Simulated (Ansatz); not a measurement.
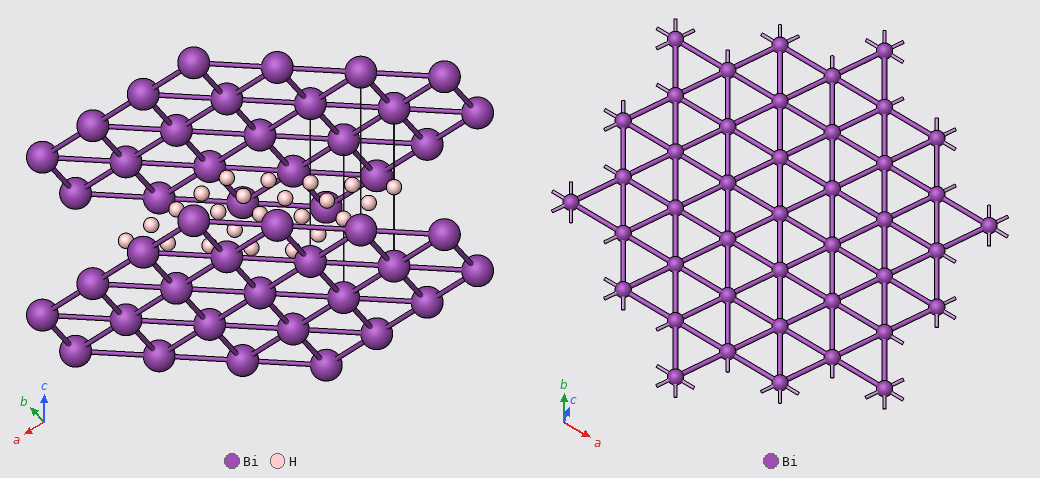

Left: the structure. Right: its underlying net. Nodes are coloured by element. One layer is drawn. Short stubs are edges that leave the cut-out.

BiH₄ (space group P6/mmm, No. 191): the geometry relaxed with DFT PBE, scalar-relativistic, plane waves, PAW (Ansatz 0.2.0); the starting structure was generated, so it need not be a known form of this composition.

Bonds are taken as Bi–Bi below 3.5 Å. The graph is simplified in the usual way: terminal and isolated atoms are pruned, two-connected atoms become edges.

The result is a uninodal 6-connected, two-periodic (layers) net: Bi is a 6-connected node. H drops out. It is the hxl net, known from the triangular lattice. The layers lie parallel to (001).

```tsv
node	links	point symbol	coordination sequence
Bi	6	3^6.4^6.5^3	6 12 18 24
```
